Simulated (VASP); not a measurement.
Consider the following.

```yaml
crystal:
  lattice:
    - [4.27684, 0.00000, 0.00000]
    - [-2.13842, 3.70385, 0.00000]
    - [0.00000, 0.00000, 9.14181]
  atoms:
    - { symbol: Y, position: [0.33333, 0.66667, 0.02692] }
    - { symbol: Y, position: [0.66667, 0.33333, 0.52692] }
    - { symbol: Te, position: [0.33333, 0.66667, 0.34808] }
    - { symbol: Te, position: [0.66667, 0.33333, 0.84808] }
```

Computed with PBEsol GGA, VASP's PBE PAW potentials (set 64) (plane waves; VASP 6.6.1). Run with 400 eV cut-off, 9×9×4 Γ-centred mesh, tetrahedra with Blöchl corrections, potentials Y_sv Te.

Unless said otherwise, spin-orbit coupling is left out, though it shifts the bands of the heavy elements here.

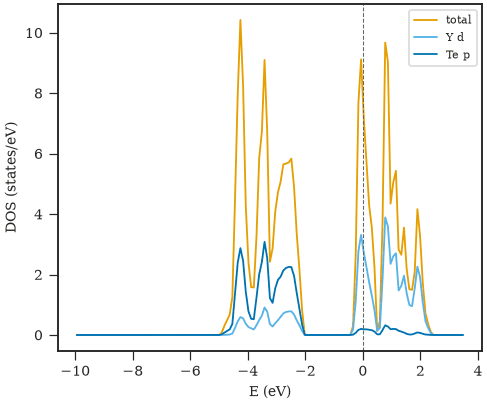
*Total and projected density of states, zero at the Fermi level*

Within 2 eV below the Fermi level the largest weight inside VASP's projection spheres is Y d.

It has no gap at this level: it comes out as a metal or semimetal.

The structure was generated: YTe was put into the wurtzite type (P6_3mc), which need not be its known phase. It was relaxed first, which changed the volume by -33 %.
